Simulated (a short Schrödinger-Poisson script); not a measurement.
Structure: MOS inversion layer, Si3N4 on p-type Si(100), at 300 K.

| layer | material | thickness (nm) | Na (cm⁻³) |
|---|---|---|---|
| 1 | Si3N4 | 2.6 | - |
| 2 | Si | 1400 | 9.9e16 |

The device is made up for the run: typed textbook-type constants, with dimensions and the other settings drawn at random. Si3N4: permittivity 7.5, conduction-band edge (eV) 1.95, gap (eV) 5.1, electron mass (mₑ) 0.5. Si: permittivity 11.7, conduction-band edge (eV) 0, gap (eV) 1.124, Nv at 300 K (cm⁻³) 3.1e19.

Channel valleys (confinement mass, in-plane density-of-states mass, number): Δ2 0.916, 0.19, 2; Δ4 0.19, 0.417, 4. At the gate the conduction-band edge of layer 1 lies 2.39 eV − eVg above the Fermi level of the channel; the field vanishes at the back. Gaps are held at their typed values at every temperature. Mesh 0.03 nm at interfaces.

Solved with a short Schrödinger-Poisson script written for these runs: 1D Poisson equation in equilibrium, electrons quantum, Hartree (BenDaniel-Duke, 12 states a valley, the channel's in-plane mass for all, wave functions ending at the dielectric), parabolic valleys, classical holes, full ionisation, no traps, pinning or gate leakage.

Only gate voltages with over 1e8 electrons/cm² are shown.

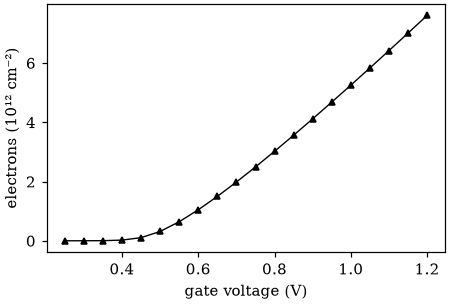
Sheet density against gate voltage

| Vg (V) | electrons (cm⁻²) | C (μF/cm²) | Δ2 E0 (meV) | Δ2 E1 (meV) | Δ4 E0 (meV) | Δ4 E1 (meV) |
|---|---|---|---|---|---|---|
| 0.25 | 1.16e8 | 0.105 | 297.4 | 332.8 | 330.0 | 388.6 |
| 0.3 | 6.91e8 | 0.104 | 250.6 | 286.8 | 283.9 | 343.9 |
| 0.35 | 4.11e9 | 0.120 | 203.9 | 240.9 | 238.0 | 299.4 |
| 0.4 | 2.33e10 | 0.213 | 158.4 | 196.3 | 193.3 | 256.1 |
| 0.45 | 1.06e11 | 0.517 | 118.1 | 157.5 | 154.5 | 218.8 |
| 0.5 | 3.16e11 | 0.924 | 88.3 | 130.0 | 127.0 | 193.1 |
| 0.55 | 6.43e11 | 1.21 | 67.8 | 112.6 | 109.5 | 177.7 |
| 0.6 | 1.05e12 | 1.39 | 52.9 | 101.1 | 98.0 | 168.1 |
| 0.65 | 1.50e12 | 1.52 | 41.3 | 92.9 | 89.8 | 161.7 |
| 0.7 | 1.98e12 | 1.60 | 31.9 | 86.8 | 83.6 | 157.2 |
| 0.75 | 2.49e12 | 1.67 | 23.8 | 81.9 | 78.8 | 153.9 |
| 0.8 | 3.02e12 | 1.72 | 16.7 | 78.0 | 74.8 | 151.3 |
| 0.85 | 3.56e12 | 1.76 | 10.4 | 74.6 | 71.5 | 149.2 |
| 0.9 | 4.12e12 | 1.79 | 4.6 | 71.7 | 68.6 | 147.5 |
| 0.95 | 4.68e12 | 1.82 | -0.8 | 69.2 | 66.1 | 146.0 |
| 1 | 5.25e12 | 1.85 | -5.8 | 66.9 | 63.8 | 144.8 |
| 1.05 | 5.83e12 | 1.87 | -10.5 | 64.9 | 61.8 | 143.7 |
| 1.1 | 6.42e12 | 1.89 | -15.0 | 63.0 | 59.9 | 142.8 |
| 1.15 | 7.01e12 | 1.90 | -19.3 | 61.2 | 58.2 | 141.9 |
| 1.2 | 7.60e12 | 1.92 | -23.4 | 59.6 | 56.6 | 141.2 |

Subbands count from the Fermi level.
